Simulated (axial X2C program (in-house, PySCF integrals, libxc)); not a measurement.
**All-electron X2C curves of OsP, part 1 of 2**

What are the state, bond length, wavenumber and bond energy of OsP, and what does spin–orbit coupling change?

The runs use an in-house X2C program for linear molecules on PySCF integrals; all-electron X2C, Os dyall-cv3z, P dyall-v3z.

All values are calculated.

## (1) The job

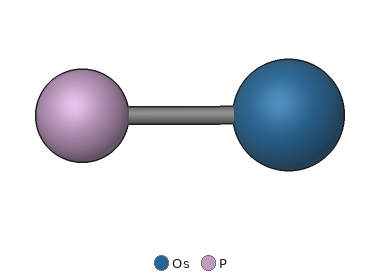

The two atoms at 2.180 Å (osmium blue, phosphorus pink).

Contents of task.json:

```json
{
 "zs": [
  76,
  15
 ],
 "q": 0,
 "bas": [
  "dyall-cv3z",
  "dyall-v3z"
 ],
 "levels": [
  "PBE0",
  "HF",
  "PW91"
 ],
 "cc": true,
 "r0": 2.18,
 "thr": -2.0,
 "nmax": 90,
 "npts": 10,
 "nst": 2,
 "ntry": 6
}
```

Keys: zs atomic numbers; q charge; bas basis sets; levels methods (HF also brings MP2); cc coupled cluster on or off; r0 starting distance in Å; thr threshold in hartree for freezing inner shells (an s shell follows its p shell); nmax most natural virtual spinors; npts points asked for on the curve; nst determinants followed; ntry starts of the search.

The run is started by

```
> python so2c.py task.json out
```

Spin-free means the one-electron spin-free X2C Hamiltonian; two-component (2c) means X2C with spin–orbit coupling and atomic mean-field two-electron Coulomb and Gaunt terms. Basis: Os dyall-cv3z contracted to [13s14p9d6f4g], P dyall-v3z contracted to [8s7p2d1f]; Gaussian nuclei, density fitting. Masses: Os 191.961 u, P 30.974 u.

Notation: σ, π±, δ± give the projection m of an orbital's angular momentum (0, ±1, ±2), α and β its spin, Λ and M_S the sums; ω is the projection of a spinor's total angular momentum and Ω the sum. Logs are in hartree.

The results follow Hamiltonian by Hamiltonian and level by level.

## (2) Which state to follow

PBE0 moves the distance from 2.180 Å to 2.022 Å and compares determinants there.

Spin-free determinants:

```
ΔE (eV)             state                                   open shells
   0.00  M_S = 1/2, Λ = 2           beyond closed shells: δ+α, δ+β, δ-α
   0.32  M_S = 3/2, Λ = 1           beyond closed shells: π+α, δ+α, δ-α
   0.62  M_S = 3/2, Λ = 3  beyond closed shells: σα, π+α, δ+α, δ+β, δ-α
   0.62  M_S = 3/2, Λ = 1  beyond closed shells: σα, π-α, δ+α, δ+β, δ-α
   0.64  M_S = 1/2, Λ = 1           beyond closed shells: π+β, δ+α, δ-α
   0.73  M_S = 5/2, Λ = 0  beyond closed shells: σα, π+α, π-α, δ+α, δ-α
   0.78  M_S = 1/2, Λ = 0                      beyond closed shells: σα
```

Two-component determinants:

| ΔE (eV) | state | open shells |
| --- | --- | --- |
| 0.00 | Ω = 5/2 | excess of +ω over −ω: ω = 5/2 |
| 0.63 | Ω = 1/2 | excess of +ω over −ω: ω = -1/2, ω = -3/2, ω = 5/2 |
| 0.75 | Ω = 3/2 | excess of +ω over −ω: ω = 3/2 |
| 0.80 | Ω = 7/2 | excess of +ω over −ω: 2 × ω = 1/2, ω = 5/2 |
| 0.84 | Ω = 9/2 | excess of +ω over −ω: ω = 1/2, ω = 3/2, ω = 5/2 |
| 0.91 | Ω = 3/2 | excess of +ω over −ω: ω = 1/2, ω = -3/2, ω = 5/2 |
| 0.92 | Ω = 1/2 | excess of +ω over −ω: ω = 1/2 |

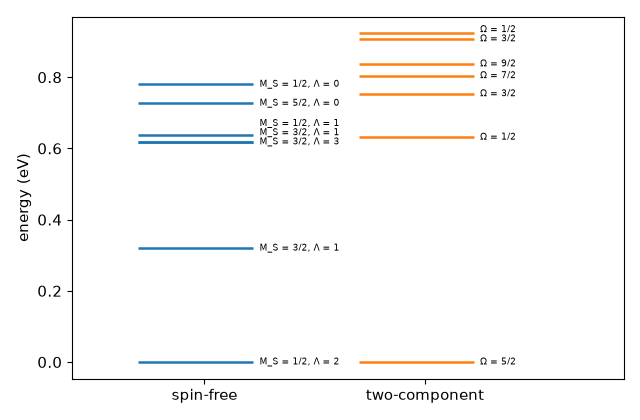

The determinants found, each set from its own lowest.

## (3) PBE0, spin-free

State followed: M_S = 1/2, Λ = 2 (beyond closed shells: δ+α, δ+β, δ-α). The scan is laid around 2.021 Å, a first estimate of the minimum, and this SCF restarts from the orbitals of the search.

Output at 2.021 Å:

```text
spin-free X2C-1e  PBE0
basis functions 224  fitting functions 1173  grid points 5079
iter        total energy     max residual
   1     -17597.540429436     7.94e-01
   2     -17597.545350572     7.00e-04
   3     -17597.545349960     3.44e-04
   4     -17597.545349549     2.98e-04
   5     -17597.545351699     1.43e-04
   6     -17597.545352154     1.88e-05
   7     -17597.545352164     6.95e-06
   8     -17597.545352169     5.99e-06
   9     -17597.545352174     4.77e-06
  10     -17597.545352177     9.43e-07
  11     -17597.545352177     4.54e-07
converged
one-electron -24736.94974482  Coulomb 7208.70663341  exact exchange -90.48392522  xc functional -277.31510944  nuclear repulsion 298.49679389
```

Along the bond, energies from the lowest point:

```
R (Å)  E (eV)  μ (D)  HOMO (eV)  LUMO (eV)  iterations
1.758  1.6450  -0.47      -5.82      -2.70          14
1.839  0.6288  -0.59      -5.83      -2.68          15
1.900  0.2159  -0.68      -5.84      -2.81          15
1.960  0.0257  -0.77      -5.83      -2.94          15
2.021  0.0000  -0.86      -5.80      -3.05          11
2.092  0.1084  -0.97      -5.75      -3.13          16
2.163  0.3010  -1.07      -5.70      -3.16          15
2.253  0.6070  -1.16      -5.64      -3.16          14
2.365  1.0134  -1.22      -5.57      -3.12          15
2.526  1.5977  -1.19      -5.48      -3.06          16
```

Dipoles are positive if P is the positive end.

Outer orbitals at the reference distance:

| symmetry | occupied | ε (eV) | atomic character |
| --- | --- | --- | --- |
| σβ | yes | -16.59 | 61% P s, 15% Os d, 11% Os p |
| σα | yes | -16.01 | 59% P s, 17% Os d, 10% Os s |
| σα | yes | -8.98 | 45% P p, 39% Os d, 8% P s |
| σβ | yes | -8.90 | 52% P p, 33% Os d, 6% P s |
| π+α | yes | -8.45 | 68% Os d, 26% P p, 2% P d |
| π-α | yes | -8.45 | 68% Os d, 26% P p, 2% P d |
| π+β | yes | -8.14 | 46% P p, 45% Os d, 3% Os p |
| π-β | yes | -8.08 | 48% P p, 43% Os d, 3% Os p |
| δ+α | yes | -6.87 | 99% Os d |
| δ-α | yes | -6.87 | 99% Os d |
| σα | yes | -6.52 | 50% Os s, 29% Os d, 18% P p |
| σβ | yes | -5.83 | 48% Os s, 34% Os d, 14% P p |
| δ+β | yes | -5.80 | 99% Os d |
| π+α | no | -3.05 | 45% P p, 26% Os d, 20% Os p |
| π-α | no | -3.05 | 45% P p, 26% Os d, 20% Os p |
| π+β | no | -2.75 | 48% Os d, 28% P p, 14% Os p |
| π-β | no | -2.66 | 49% Os d, 26% P p, 14% Os p |

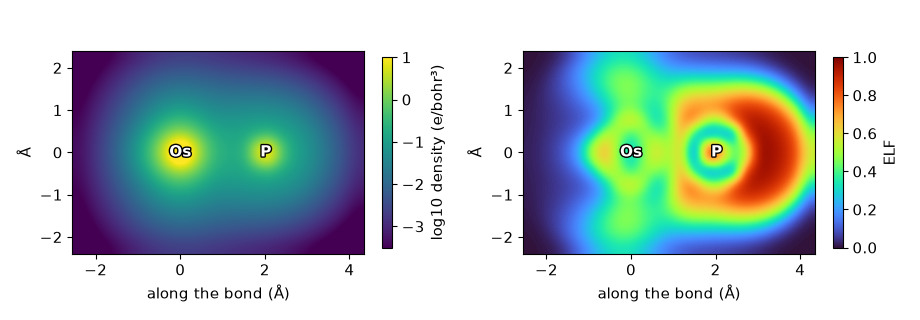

PBE0 fields in a plane through the axis, from a grid of 0.3 Å; Os lies at z = 0 and P at z = 2.021 Å; the ELF is damped to zero where the density is low.

Re = 2.002 Å, ωe = 592 cm⁻¹, ωexe = 4.23 cm⁻¹, Be = 0.1578 cm⁻¹, De = 3.68 eV, μ = -0.84 D. ⟨S²⟩ = 0.88 against 0.75 for a pure state, so this determinant mixes spins.

## (4) HF, spin-free

The SCF at the reference distance of 2.021 Å:

```text
spin-free X2C-1e  HF
basis functions 224  fitting functions 1173  grid points 5079
iter        total energy     max residual
   1     -17591.682018400     1.13e+00
   2     -17591.732242647     1.88e-02
   3     -17591.740315974     1.72e-02
   4     -17591.744855953     9.28e-03
   5     -17591.750862942     8.84e-03
   6     -17591.756973485     7.77e-03
   7     -17591.766281293     3.14e-03
   8     -17591.766611458     2.08e-03
   9     -17591.767079745     5.04e-04
  10     -17591.767143792     3.71e-04
  11     -17591.767167623     2.50e-04
  12     -17591.767178496     2.16e-04
  13     -17591.767182819     1.26e-04
  14     -17591.767186012     9.19e-05
  15     -17591.767187257     5.63e-05
  16     -17591.767187672     2.48e-05
  17     -17591.767187749     1.34e-05
  18     -17591.767187764     7.61e-06
  19     -17591.767187769     4.41e-06
  20     -17591.767187770     3.00e-06
  21     -17591.767187771     1.08e-06
converged
one-electron -24739.00791021  Coulomb 7211.06352794  exact exchange -362.31959939  xc functional 0.00000000  nuclear repulsion 298.49679389
```

Re = 2.253 Å, ωe = 320 cm⁻¹, Be = 0.1246 cm⁻¹, De = 0.382 eV, μ = -2.42 D. ⟨S²⟩ = 2.51 against 0.75 for a pure state, so this determinant mixes spins.

## (5) PW91, spin-free

Output at 2.021 Å:

```text
spin-free X2C-1e  PW91
basis functions 224  fitting functions 1173  grid points 5079
iter        total energy     max residual
   1     -17599.633510228     3.53e-01
   2     -17599.640602033     1.16e-02
   3     -17599.638064272     2.27e-02
   4     -17599.642181461     2.44e-03
   5     -17599.640375508     9.00e-03
   6     -17599.642336662     1.15e-03
   7     -17599.642372499     6.56e-04
   8     -17599.642404317     2.14e-04
   9     -17599.642408170     1.74e-05
  10     -17599.642408193     1.61e-05
  11     -17599.642408199     3.06e-06
  12     -17599.642408200     3.87e-07
converged
one-electron -24735.85781004  Coulomb 7207.56991052  exact exchange 0.00000000  xc functional -369.85130257  nuclear repulsion 298.49679389
```

Re = 2.017 Å, ωe = 608 cm⁻¹, ωexe = 1.74 cm⁻¹, Be = 0.1554 cm⁻¹, De = 4.67 eV, μ = -0.33 D.

## (6) Correlated methods, spin-free

Correlated methods: 13 electrons correlated (frozen shells, counted by type: Os 5 s, 4 p, 2 d, 1 f; P 2 s, 1 p), 267 virtual spinors in MP2, 90 natural virtuals in coupled cluster.

Output of the correlated part at 2.021 Å:

```text
correlated 13  virtual 267  natural virtual 90  E(MP2) -0.369869502  MP2 remainder -0.026930192
iter   CCSD correlation   residual
   1     -0.332943547   1.99e-01
   2     -0.347300177   1.13e-01
   3     -0.358132934   7.32e-02
   4     -0.364085509   4.66e-02
   5     -0.368488488   2.55e-02
   6     -0.369135249   9.35e-03
   7     -0.369461161   4.05e-03
   8     -0.369531282   1.63e-03
   9     -0.369513076   7.70e-04
  10     -0.369543050   3.24e-04
  11     -0.369534056   1.38e-04
  12     -0.369537234   5.98e-05
  13     -0.369535070   3.03e-05
  14     -0.369533990   1.49e-05
  15     -0.369533302   7.62e-06
  16     -0.369532876   3.97e-06
  17     -0.369532771   1.66e-06
  18     -0.369532745   8.68e-07
  19     -0.369532711   4.31e-07
  20     -0.369532717   1.93e-07
(T) -0.024500065  T1 0.1200  D1 0.2344  max T2 0.097
```

T1 in the output is the amplitude norm over the root of the electron number; divide by √2 for the Lee–Taylor value.

MP2: No constants are quoted: the reference is strongly spin-contaminated.

CCSD: Re = 2.017 Å, ωe = 548 cm⁻¹, ωexe = 3.38 cm⁻¹, Be = 0.1554 cm⁻¹, De = 2.93 eV. T1 at Re = 0.085 (Lee–Taylor, the printed value over √2).

CCSD(T): Re = 2.009 Å, ωe = 574 cm⁻¹, ωexe = 2.98 cm⁻¹, Be = 0.1566 cm⁻¹, De = 3.26 eV. T1 at Re = 0.085 (Lee–Taylor, the printed value over √2).

## (7) A higher determinant, spin-free

State: M_S = 3/2, Λ = 1 (beyond closed shells: π+α, δ+α, δ-α).

Output at the reference distance:

```text
spin-free X2C-1e  PBE0
basis functions 224  fitting functions 1173  grid points 5079
iter        total energy     max residual
   1     -17597.528580716     7.89e-01
   2     -17597.533529052     7.05e-04
   3     -17597.533529154     2.88e-04
   4     -17597.533529084     2.30e-04
   5     -17597.533530360     1.14e-04
   6     -17597.533530625     1.87e-05
   7     -17597.533530632     1.98e-06
   8     -17597.533530633     2.08e-06
converged
one-electron -24734.39302237  Coulomb 7206.17239597  exact exchange -90.49317859  xc functional -277.31651954  nuclear repulsion 298.49679389
```

```
R (Å)  E above the lowest PBE0 point (eV)
1.758                               2.633
1.839                               1.394
1.900                               0.822
1.960                               0.482
2.021                               0.322
2.092                               0.306
2.163                               0.422
2.253                               0.699
2.365                               1.146
```

Re = 2.063 Å, ωe = 557 cm⁻¹, ωexe = 1.89 cm⁻¹, Be = 0.1486 cm⁻¹, μ = -1.74 D. Te = 0.30 eV.

## (8) The spin-free curves together

Energy (eV) of the followed determinant, spin-free, from each level's lowest point:

```
R (Å)   PBE0     HF  MP2 (spin-contaminated)   CCSD  CCSD(T)   PW91
1.758  1.645  2.958                    0.878    n/a      n/a  1.847
1.839  0.629  1.766                    0.267  0.678    0.651  0.763
1.900  0.216  1.150                    0.069  0.259    0.239  0.300
1.960  0.026  0.708                    0.000  0.053    0.041  0.063
2.021  0.000  0.400                    0.015  0.000    0.000  0.000
2.092  0.108  0.171                    0.104  0.070    0.091  0.090
2.163  0.301  0.048                    0.244  0.228    0.276  0.304
2.253  0.607  0.000                    0.473  0.497    0.585  0.692
2.365  1.013  0.051                    0.800    n/a      n/a  1.233
2.526  1.598  0.218                    1.364    n/a      n/a  1.991
```

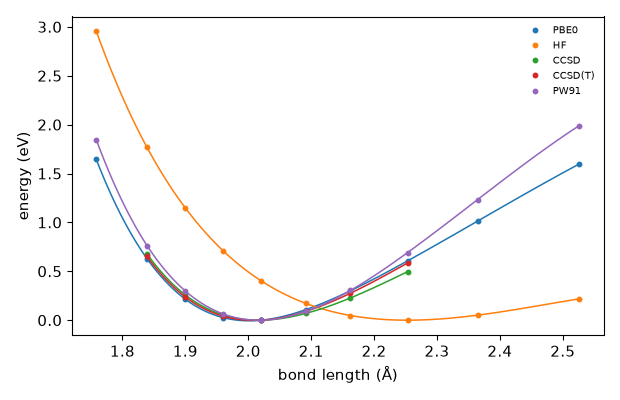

Curves of the followed state, spin-free, each from its own lowest point. Left out: MP2.

(Continued in part 2 of 2.)
